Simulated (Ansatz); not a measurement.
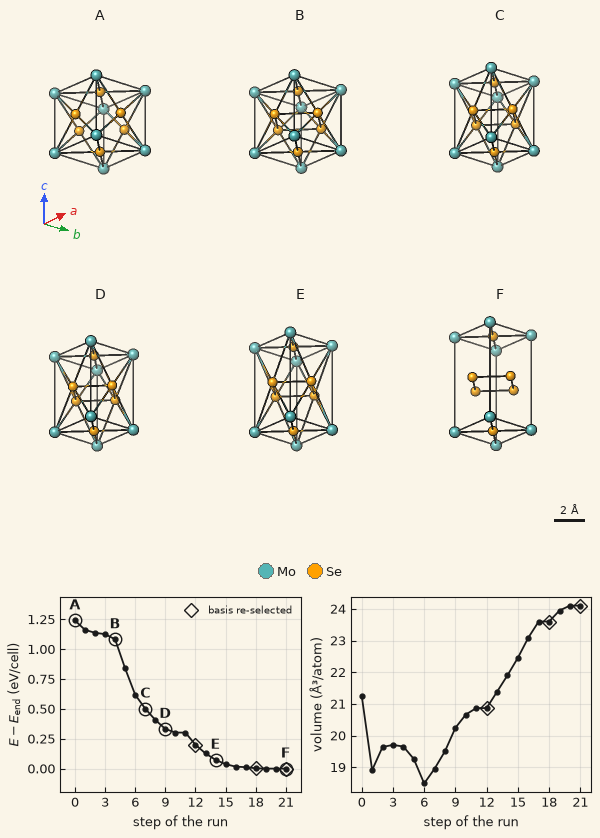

Frames of a relaxation of a crystal of MoSe3 (a generated structure, set up in P4/mmm) (coarse preliminary run), marked on the history of the run. A ball-and-stick model of the cell of the calculation, seen from a free direction.

Computed with DFT PBE, scalar-relativistic, plane waves, PAW (Ansatz 0.2.0). Settings: plane-wave cutoff 420 eV; k-point mesh 4 × 4 × 4; occupations gaussian; smearing width 0.1 eV; collinear spin; cell and atoms relaxed; force threshold 0.04 eV/Å; at most 70 steps.

> What happens along the run?

After 18 accepted moves (21 points after the start) the energy has fallen by 1.241 eV per cell of the calculation. All forces vanish by symmetry, so only the cell relaxes. The pressure goes from −4.85 to 0.24 GPa. At 3 points the geometry stayed and the basis and grid were re-selected for the new cell (energy shift of 0.101 eV per cell of the calculation at most each time). No atom moves by more than 0.005 Å relative to the cell. The drawn cell changes as follows: a = b 4.390 → 3.713 Å (−15.4 %), c 4.413 → 6.994 Å (+58.5 %); the volume changes by +13.4 %. Near-neighbour distances that change, for instance: Mo–Se 3.112 → 3.959 Å, Se–Se 3.112 → 3.959 Å, Mo–Se 3.104 → 2.625 Å, Se–Se 3.104 → 2.625 Å. The space group stays P4/mmm (No. 123). From step 0 to 4: volume −7.5 %, energy −0.158 eV per cell of the calculation. From step 4 to 7: volume −3.6 %, energy −0.581 eV per cell of the calculation. From step 7 to 9: volume +6.8 %, energy −0.170 eV per cell of the calculation. From step 9 to 14: volume +8.2 %, energy −0.258 eV per cell of the calculation. From step 14 to 21: volume +10.0 %, energy −73.8 meV per cell of the calculation.

| step | E − E(0), meV/atom | pressure, GPa | volume, Å³/atom | note |
| --- | --- | --- | --- | --- |
| 0 | 0.00 | -4.85 | 21.258 |  |
| 1 | -19.64 | 2.57 | 18.909 |  |
| 2 | -25.88 | 0.00 | 19.640 |  |
| 3 | -28.59 | -0.43 | 19.706 |  |
| 4 | -39.53 | -0.68 | 19.654 |  |
| 5 | -100.51 | -1.35 | 19.263 |  |
| 6 | -155.52 | 3.01 | 18.489 |  |
| 7 | -184.67 | 1.76 | 18.954 |  |
| 8 | -208.19 | 2.74 | 19.507 |  |
| 9 | -227.12 | 1.03 | 20.244 |  |
| 10 | -234.59 | 0.61 | 20.663 |  |
| 11 | -234.81 | -0.35 | 20.868 |  |
| 12 | -260.12 | 1.20 | 20.868 | same geometry, new basis |
| 13 | -278.32 | 1.00 | 21.384 |  |
| 14 | -291.69 | 0.82 | 21.901 |  |
| 15 | -300.82 | 0.69 | 22.453 |  |
| 16 | -305.94 | 0.34 | 23.089 |  |
| 17 | -307.13 | 0.04 | 23.601 |  |
| 18 | -309.39 | 0.22 | 23.601 | same geometry, new basis |
| 19 | -310.06 | 0.03 | 23.948 |  |
| 20 | -310.10 | 0.25 | 24.102 |  |
| 21 | -310.14 | 0.24 | 24.102 | same geometry, new basis |
